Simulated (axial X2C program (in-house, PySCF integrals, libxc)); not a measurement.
# BrH⁺: EOM-IP-CCSD levels

Wanted for BrH⁺: EOM-IP-CCSD levels, at the two-component level.

The runs use an in-house X2C program for linear molecules on PySCF integrals; two-component X2C with atomic mean-field terms, Br dyall-cv3z, H dyall-v3z.

All values are calculated.

**1. Input**

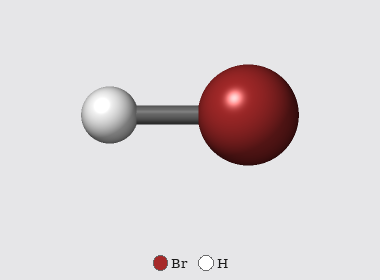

The two atoms at 1.460 Å (bromine red, hydrogen white).

File task.json:

```json
{
 "zs": [
  35,
  1
 ],
 "q": 1,
 "bas": [
  "dyall-cv3z",
  "dyall-v3z"
 ],
 "r0": 1.46,
 "eom": "ip",
 "rq": 0,
 "thr": -2.0,
 "nmax": 95,
 "grid": [
  1,
  0.96,
  1.045,
  0.92,
  1.09,
  1.15
 ]
}
```

Keys: zs atomic numbers; q charge; bas basis sets; r0 starting distance in Å; eom kind of EOM run; thr threshold in hartree for freezing inner shells (an s shell follows its p shell); nmax most natural virtual spinors; grid distances as factors.

On the command line:

```sh
python soeom.py task.json out
```

Nuclei are Gaussian, cores are contracted, and the Gaunt term is on.

**2. EOM-IP-CCSD at 1.419 Å**

Reference: the closed shell BrH; 8 electrons correlated, 74 virtual spinors; roots sought by Ω: 1/2: 4, 3/2: 3, 5/2: 1.

Output:

```text
two-component X2C + atomic mean field  HF
basis functions 119  fitting functions 671  grid points 5074
iter        total energy     max residual
   1      -2603.480311912     1.72e+00
   2      -2604.199715072     3.15e-02
   3      -2604.202381536     1.01e-02
   4      -2604.202791545     1.55e-03
   5      -2604.202807393     2.27e-04
   6      -2604.202809229     8.06e-05
   7      -2604.202809513     1.53e-05
   8      -2604.202809522     2.11e-06
   9      -2604.202809522     7.39e-07
converged
one-electron -3647.70812780  Coulomb 1122.93200713  exact exchange -91.48600907  xc functional 0.00000000  nuclear repulsion 13.05229202  atomic mean-field constant -0.99297180
correlated 8  virtual 144  natural virtual 74  E(MP2) -0.178962233  MP2 remainder -0.003838295
iter   CCSD correlation   residual
   1     -0.189481167   7.17e-02
   2     -0.193940696   2.20e-02
   3     -0.194079770   4.49e-03
   4     -0.194097659   1.25e-03
   5     -0.194095980   2.21e-04
   6     -0.194096001   5.70e-05
   7     -0.194096323   1.55e-05
   8     -0.194096314   3.68e-06
(T) -0.006433049  T1 0.0087  D1 0.0116  max T2 0.088
EOM-IP-CCSD roots
2*Omega      energy/Eh   energy/eV  one-particle weight
    1       0.43362813     11.7996      0.957
    1       0.57510783     15.6495      0.953
    1       0.82742063     22.5153      0.003
    1       0.87936601     23.9288      0.161
    3       0.42194200     11.4816      0.958
    3       0.82933144     22.5673      0.000
    3       0.87778021     23.8856      0.000
    5       0.87141905     23.7125      0.000
```

T1 in the output is the amplitude norm over the root of the electron number; divide by √2 for the Lee–Taylor value.

| Ω | vertical IE (eV) | above lowest (cm⁻¹) | spinor | weight |
| --- | --- | --- | --- | --- |
| 3/2 | 11.482 | 0 | 95% Br pπ | 0.96 |
| 1/2 | 11.800 | 2560 | 95% Br pπ | 0.96 |
| 1/2 | 15.649 | 33620 | 60% Br pσ, 29% H sσ, 9% Br sσ | 0.95 |

Run time: 2.1 s. Hardware: 1 thread of Intel Xeon Platinum 8124M at 3.00GHz (Skylake/Cascade Lake), shared host; peak memory 0.34 GiB.

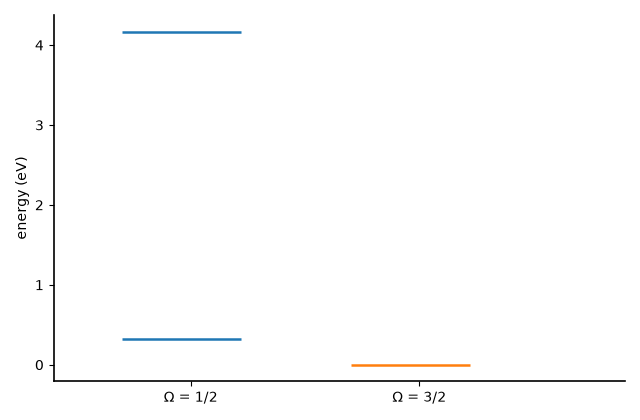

The roots by Ω, from the lowest.

**3. EOM-IP-CCSD at 1.362 Å**

| Ω | vertical IE (eV) | above lowest (cm⁻¹) | spinor | weight |
| --- | --- | --- | --- | --- |
| 3/2 | 11.528 | 0 | 94% Br pπ | 0.96 |
| 1/2 | 11.846 | 2570 | 94% Br pπ | 0.96 |
| 1/2 | 15.861 | 34950 | 60% Br pσ, 27% H sσ, 10% Br sσ | 0.95 |

Wall time 2.5 s (1 thread of Intel Xeon Platinum 8124M at 3.00GHz (Skylake/Cascade Lake), shared host); peak memory 0.35 GiB.

**4. EOM-IP-CCSD at 1.483 Å**

| Ω | vertical IE (eV) | above lowest (cm⁻¹) | spinor | weight |
| --- | --- | --- | --- | --- |
| 3/2 | 11.430 | 0 | 96% Br pπ | 0.96 |
| 1/2 | 11.748 | 2560 | 96% Br pπ | 0.96 |
| 1/2 | 15.408 | 32080 | 59% Br pσ, 30% H sσ, 7% Br sσ | 0.95 |

Run time: 2.6 s. Hardware: 1 thread of Intel Xeon Platinum 8124M at 3.00GHz (Skylake/Cascade Lake), shared host; peak memory 0.35 GiB.

**5. EOM-IP-CCSD at 1.306 Å**

| Ω | vertical IE (eV) | above lowest (cm⁻¹) | spinor | weight |
| --- | --- | --- | --- | --- |
| 3/2 | 11.574 | 0 | 93% Br pπ | 0.96 |
| 1/2 | 11.893 | 2570 | 93% Br pπ | 0.96 |
| 1/2 | 16.066 | 36230 | 61% Br pσ, 25% H sσ, 11% Br sσ | 0.95 |

It took 2.5 s on 1 thread of Intel Xeon Platinum 8124M at 3.00GHz (Skylake/Cascade Lake), shared host; peak memory 0.35 GiB.

**6. EOM-IP-CCSD at 1.547 Å**

| Ω | vertical IE (eV) | above lowest (cm⁻¹) | spinor | weight |
| --- | --- | --- | --- | --- |
| 3/2 | 11.379 | 0 | 97% Br pπ | 0.96 |
| 1/2 | 11.697 | 2560 | 96% Br pπ | 0.95 |
| 1/2 | 15.167 | 30550 | 59% Br pσ, 32% H sσ, 6% Br sσ | 0.95 |

Run time: 2.6 s. Hardware: 1 thread of Intel Xeon Platinum 8124M at 3.00GHz (Skylake/Cascade Lake), shared host; peak memory 0.35 GiB.

**7. EOM-IP-CCSD at 1.632 Å**

| Ω | vertical IE (eV) | above lowest (cm⁻¹) | spinor | weight |
| --- | --- | --- | --- | --- |
| 3/2 | 11.313 | 0 | 97% Br pπ | 0.95 |
| 1/2 | 11.630 | 2560 | 97% Br pπ | 0.95 |
| 1/2 | 14.852 | 28550 | 58% Br pσ, 33% H sσ | 0.95 |

It took 2.6 s on 1 thread of Intel Xeon Platinum 8124M at 3.00GHz (Skylake/Cascade Lake), shared host; peak memory 0.35 GiB.

**8. Curves of the states**

Energies in eV from the lowest point of the lowest state; states are followed by energy order within each Ω.

| R (Å) | (1)Ω=3/2 | (1)Ω=1/2 | (2)Ω=1/2 |
| --- | --- | --- | --- |
| 1.306 | 0.2836 | 0.6022 | 4.7751 |
| 1.362 | 0.0866 | 0.4048 | 4.4198 |
| 1.419 | 0.0000 | 0.3180 | 4.1679 |
| 1.483 | 0.0011 | 0.3188 | 3.9787 |
| 1.547 | 0.0775 | 0.3949 | 3.8650 |
| 1.632 | 0.2590 | 0.5760 | 3.7981 |

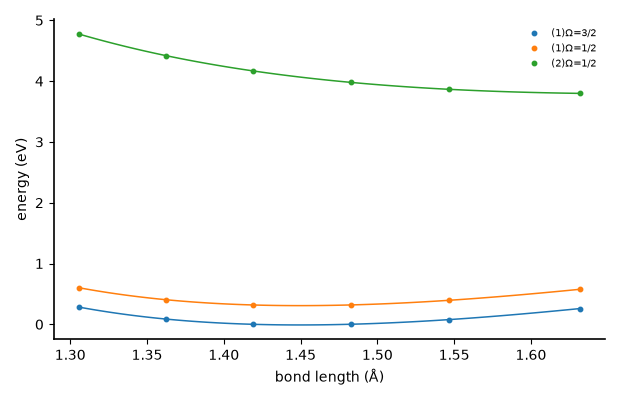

The states along the bond.

Constants where the minimum is well bracketed (masses 78.918 and 1.008 u):

| state | Te (cm⁻¹) | Re (Å) | ωe (cm⁻¹) |
| --- | --- | --- | --- |
| (1)Ω=3/2 | 0 | 1.449 | 2448 |
| (1)Ω=1/2 | 2560 | 1.450 | 2447 |

**9. Results**

| quantity | value |
| --- | --- |
| lowest root at 1.419 Å | Ω = 3/2, 11.482 eV |
| next root led by one particle | Ω = 1/2, about 2560 cm⁻¹ higher |
| T1 of the reference | 0.006 |
| lowest state, Re and ωe | 1.449 Å, 2448 cm⁻¹ |

What this shows: Removing an electron from the reference determinant of BrH costs 11.48 eV and empties a spinor of 95% Br pπ. Errors of 0.1 to 0.3 eV are usual at this size, and roots led by higher excitations are left out, so the list is incomplete, and low states of that kind can be missing. The bond is 0.034 Å longer than in the closed-shell reference at CCSD (1.415 Å).
